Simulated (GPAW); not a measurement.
# Screening of a field by TiSi2As4 monolayer, part 2 of 2

Aim: the dipole that a field along the normal induces in TiSi2As4 monolayer.

GPAW 26.7.0; GPAW, PAW setups; layer in a repeated cell with vacuum, relaxation of atoms and in-plane cell (the session's first sound run).

So far. Step 5 (In a field): The dipole is now -0.0791 e Å, against 4.1e-4 in the run without a field. Step 8 (Field on): The dipole is now 0.0791 e Å, against 4.1e-4 in the run without a field.

## 9. In a field

Level of this step: GPAW, PAW setups; slab in vacuum (GPAW).

run.py reads:

```python
import json
import numpy as np
from ase import Atoms
from gpaw import GPAW, PW
from gpaw.external import ConstantElectricField

slab = Atoms(
    ['As', 'Si', 'As', 'Ti', 'As', 'Si', 'As'],
    positions=[
        [-0.00000, 0.00000, 7.00000],
        [-0.00000, 2.14091, 8.09619],
        [-0.00000, 2.14091, 10.46831],
        [-0.00000, -0.00000, 11.94961],
        [-0.00000, 2.14091, 13.43092],
        [-0.00000, 2.14091, 15.80303],
        [-0.00000, 0.00000, 16.89923]],
    cell=[[3.70817, -0.0, 0.0], [-1.85408, 3.21137, 0.0], [0.0, 0.0, 23.8992]],
    pbc=[True, True, False])

slab.calc = GPAW(mode=PW(400), xc='PBE', kpts={'size': (9, 9, 1), 'gamma': True},
                 occupations={'name': 'fermi-dirac', 'width': 0.05}, nbands='200%',
                 convergence={'density': 1e-05}, maxiter=200,
                 poissonsolver={'dipolelayer': 'xy'},
                 external=ConstantElectricField(0.2, [0, 0, 1]),
                 symmetry={'tolerance': 1e-3}, txt='slab.txt')
result = {}
energy = slab.get_potential_energy()
fermi = slab.calc.get_fermi_level()
v = slab.calc.get_electrostatic_potential().mean((0, 1)) - fermi
n = slab.calc.get_pseudo_density().mean((0, 1))
L = slab.cell[2, 2]
z = np.arange(len(v)) * L / len(v)
low, high = slab.positions[:, 2].min(), slab.positions[:, 2].max()
below, above = np.interp([low - 4.8, high + 4.8], z, v)
slopes = [np.interp(x, z, np.gradient(v, z)) for x in (low - 4.8, high + 4.8)]
eps = np.array([[slab.calc.get_eigenvalues(k, s) for k in range(len(slab.calc.get_ibz_k_points()))]
                for s in range(slab.calc.get_number_of_spins())]) - fermi
top, bottom = eps[eps < 0].max(), eps[eps > 0].min()
dipole = slab.get_dipole_moment()[2]
print(f'energy {energy:.4f} eV, Fermi level {fermi:.4f} eV, dipole {dipole:.5f} e A')
print(f'potential 4.8 A off the faces, from the Fermi level: lower {below:.4f} eV, upper {above:.4f} eV')
print(f'slope of the potential there: lower {slopes[0]:.5f}, upper {slopes[1]:.5f} eV/A')
print(f'nearest levels on the mesh: {top:.4f} and {bottom:.4f} eV')
print('magnetic moment', round(slab.get_magnetic_moment(), 3))
result.update(energy=energy, fermi=fermi, dipole=dipole, below=below, above=above, slopes=slopes, edges=[top, bottom],
              z=z.tolist(), v=v.tolist(), n=n.tolist(), positions=slab.positions.tolist(),
              forces=slab.get_forces(apply_constraint=False).tolist(), moments=slab.get_magnetic_moments().tolist())
json.dump(result, open('result.json', 'w'))
```

The run is started by

```console
$ OMP_NUM_THREADS=1 OPENBLAS_NUM_THREADS=1 python run.py
```

Output:

```text
energy -37.6045 eV, Fermi level 0.5982 eV, dipole 0.15818 e A
potential 4.8 A off the faces, from the Fermi level: lower 6.2630 eV, upper 3.8594 eV
slope of the potential there: lower -0.00026, upper 0.00010 eV/A
nearest levels on the mesh: -0.1465 and 0.0230 eV
magnetic moment 0.0
```

Elapsed: 3.3 min, on 1 thread of INTEL XEON PLATINUM 8581C at 2.10GHz (Emerald Rapids), shared host; peak memory 0.43 GiB.

The electrostatic potential energy of an electron (without an applied field's), less the Fermi level, planar mean oscillates, so the rows of the table below give means over windows of 1.81 Å about each position, cut where the curve ends. Its maxima inside the range that stand out by 2 % of the span (Å: eV): 1.4: 6.26, 7.6: -8.49, 9.3: 2.75, 11.2: -4.20, 12.7: -4.48, 14.6: 1.72, 16.3: -10.2. Its minima: 7.0: -12.9, 8.0: -10.1, 10.5: -11.8, 11.9: -12.1, 13.4: -12.3, 15.9: -11.6, 16.9: -14.8.

Table of electrostatic potential energy of an electron (without an applied field's), less the Fermi level, planar mean by z; means over each step:

| z (Å) | electrostatic potential energy of an electron (without an applied field's), less the Fermi level, planar mean (eV) |
| --- | --- |
| 0.91 | 6.14 |
| 2.71 | 6.26 |
| 4.52 | 6.15 |
| 6.33 | -2.25 |
| 8.14 | -6.44 |
| 9.95 | -3.81 |
| 11.76 | -7.58 |
| 13.57 | -6.03 |
| 15.38 | -5.26 |
| 17.20 | -7.30 |
| 19.00 | 3.59 |
| 20.81 | 3.86 |
| 22.62 | 3.86 |

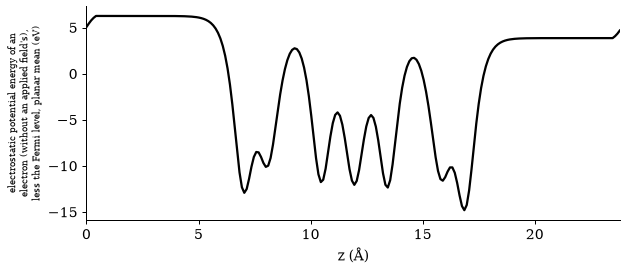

Electrostatic potential energy of an electron (without an applied field's), less the Fermi level, planar mean, plotted against z.

The dipole is now 0.158 e Å, against 4.1e-4 in the run without a field.

## 10. Field on

Edit run.py of step 9 so:

```diff
@@ -23,3 +23,3 @@
                  poissonsolver={'dipolelayer': 'xy'},
-                 external=ConstantElectricField(0.2, [0, 0, 1]),
+                 external=ConstantElectricField(0.3, [0, 0, 1]),
                  symmetry={'tolerance': 1e-3}, txt='slab.txt')
```

Output:

```text
energy -37.6243 eV, Fermi level 0.5964 eV, dipole 0.23733 e A
potential 4.8 A off the faces, from the Fermi level: lower 6.8686 eV, upper 3.2623 eV
slope of the potential there: lower -0.00033, upper 0.00008 eV/A
nearest levels on the mesh: -0.1463 and 0.0231 eV
magnetic moment 0.0
```

Wall time 2.8 min (1 thread); peak memory 0.43 GiB.

The dipole is now 0.237 e Å, against 4.1e-4 in the run without a field.

## 11. The series

The members are put on one axis.

This step: induced dipole against applied field (GPAW 26.7.0).

Table of dipole along the normal by field:

| field (V/Å) | dipole along the normal (e·Å) |
| --- | --- |
| -0.200 | -0.158 |
| -0.100 | -0.0791 |
| -0.050 | -0.0396 |
| 0.000 | 4.1e-4 |
| 0.050 | 0.0395 |
| 0.100 | 0.0791 |
| 0.200 | 0.158 |
| 0.300 | 0.237 |

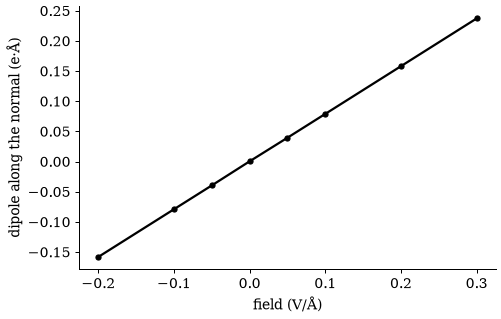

Dipole along the normal against field.

## 12. A changed run

One more run, with changed settings.

This step: GPAW, PAW setups; slab in vacuum (GPAW 26.7.0).

Edit run.py of step 10 so:

```diff
@@ -4,3 +4,2 @@
 from gpaw import GPAW, PW
-from gpaw.external import ConstantElectricField
 
@@ -21,5 +20,4 @@
                  occupations={'name': 'fermi-dirac', 'width': 0.05}, nbands='200%',
-                 convergence={'density': 1e-05}, maxiter=200,
+                 convergence={'density': 1e-05}, maxiter=3,
                  poissonsolver={'dipolelayer': 'xy'},
-                 external=ConstantElectricField(0.3, [0, 0, 1]),
                  symmetry={'tolerance': 1e-3}, txt='slab.txt')
```

Output:

```text
gpaw.KohnShamConvergenceError
```

The job ended after 13 s (1 thread; peak memory 0.25 GiB).

The run stopped without converging, so none of its numbers is a property of the system.

The fault put into the input: too few SCF iterations (maxiter = 3).

## 13. Summary of results

```
work function, upper and lower face            : 5.054 and 5.062 eV
dipole along the normal                        : 4.1e-4 e Å, near the numerical noise
induced dipole per field                       : 0.791 e Å per V/Å
out-of-plane polarisability per area, α/(ε0 A) : 12.0 Å
```

**Reading.** The field induces 0.791 e Å per V/Å, a polarisable thickness α/(ε0 A) of 12.0 Å beside 9.90 Å between the outermost nuclei. A perfect conductor would give the distance between its two image planes; a dielectric of thickness t gives t(1 - 1/ε). The induced dipole is linear in the field over this range. The small printed dipole stands for a step of -6.2 meV from the lower to the upper face, and the probes find -8.3 meV; values this small are near the numerical noise of both. The runs had no spin polarisation, so a magnetic state, which thin layers of d-metal atoms can have, wasn't tested. The layer's cell and atoms come from the relaxation; spin-orbit coupling and temperature are left out.

[Logs are printed without paths, hosts, clocks, repeated set-up lines and the standing remarks that a program may print on its own settings, such as how far it seeks lower states.]

[Hosts, paths, dates, database ids (printed as entryN), source tags and the programs' standing remarks are cut or masked in the printed files.]
